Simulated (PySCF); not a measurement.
# Two attempts at Si2H3Cl2OF (SMILES O[SiH](Cl)[SiH](F)Cl)

Wanted: a single-point energy of Si2H3Cl2OF, HF/def2-TZVPP (density fitting).

The results are computed with PySCF 2.14.0.

1 further run of the same task is left out (set aside as unsound or not needed).

**1. The structure to begin with**

Si2H3Cl2OF has 9 atoms, charge 0, and is taken as a singlet. As SMILES, `O[SiH](Cl)[SiH](F)Cl`. The coordinates come from a PBE0-D4/def2-TZVP relaxation. This is one conformer, not always the lowest.

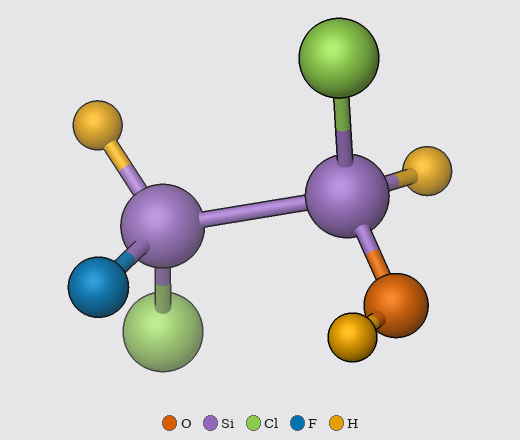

The structure, seen from a chosen angle (oxygen orange, silicon purple, chlorine green, fluorine blue, hydrogen amber).

**2. The input as first written**

start.xyz reads:

```xyz
9

O      0.412100    -1.660600    -1.105800
Si    -0.168600    -0.135200    -1.030300
Cl     1.039400     1.192000    -2.044300
Si    -0.218300     0.642100     1.185600
F      1.154400     0.184000     1.868100
Cl    -1.756500    -0.253600     2.194900
H      0.412100    -1.360600    -0.905800
H     -1.486900    -0.159500    -1.695600
H     -0.345500     2.105400     1.365800
```

calc.py reads:

```python
import pyscf.grad
from pyscf import gto
from pyscf.pbc.tools.pyscf_ase import PySCF, ase_atoms_to_pyscf
from ase.io import read

atoms = read('start.xyz')

mol = gto.Mole()
mol.atom = ase_atoms_to_pyscf(atoms)
mol.max_memory = 1860
mol.spin = 0
mol.verbose = 3
mol.basis = 'def2-tzvpp'
mol.build()

hf = mol.RHF()
hf = hf.density_fit(auxbasis='aug-cc-pvtz-jkfit')
hf.max_cycle = 98
atoms.calc = PySCF(method=hf)

e_ev = atoms.get_potential_energy()
print('energy %.6f eV' % e_ev)
```

Started as:

```bash
$ OMP_NUM_THREADS=1 python calc.py
```

Output:

```text
converged SCF energy = -1670.83496800868
energy -45465.735290 eV
```

Run time: 12 s. Hardware: 1 thread of Intel Xeon at 2.50GHz (Skylake/Cascade Lake), shared host; peak memory 0.66 GiB.

**3. Reading the log**

The run finished; that doesn't make the result usable.

Cause: two atoms lie on top of or far too near each other. As the program read them, the closest atoms are 0.36 Å apart, against 0.96 Å in the sound input.

**4. Try two**

start.xyz: that of step 2 with these lines changed.

```diff
@@ -8,3 +8,3 @@
 Cl    -1.756500    -0.253600     2.194900
-H      0.412100    -1.360600    -0.905800
+H      1.243700    -1.857000    -0.669600
 H     -1.486900    -0.159500    -1.695600
```

input.py reads:

```python
import pyscf.grad
from pyscf import gto, scf
from pyscf.pbc.tools.pyscf_ase import PySCF, ase_atoms_to_pyscf
from ase.io import read

atoms = read('start.xyz')

mol = gto.Mole()
mol.atom = ase_atoms_to_pyscf(atoms)
mol.basis = 'def2-tzvpp'
mol.verbose = 3
mol.max_memory = 1860
mol.spin = 0
mol.build()

mf = scf.RHF(mol)
mf = mf.density_fit()
mf.diis_space = 6
atoms.calc = PySCF(method=mf)

e_ev = atoms.get_potential_energy()
print('energy %.6f eV' % e_ev)
```

Started as:

```bash
$ OMP_NUM_THREADS=1 python input.py
```

Output:

```text
converged SCF energy = -1673.27262361445
energy -45532.067278 eV
```

It took 11 s on 1 thread of Intel Xeon at 2.50GHz (Skylake/Cascade Lake), shared host; peak memory 0.54 GiB.

**5. What came out**

Level: HF/def2-TZVPP (density fitting).

| quantity | value |
| --- | --- |
| total energy | -1673.27262 Eh |
| dipole moment | 0.27 D |
| HOMO energy | -11.20 eV |
| LUMO energy | 2.09 eV |
| HOMO–LUMO gap | 13.29 eV |

What this shows: The first attempt's energy was +66.332 eV off this one. Mulliken charges run from -0.50 on O1 to +0.75 on Si4; they depend strongly on the basis.
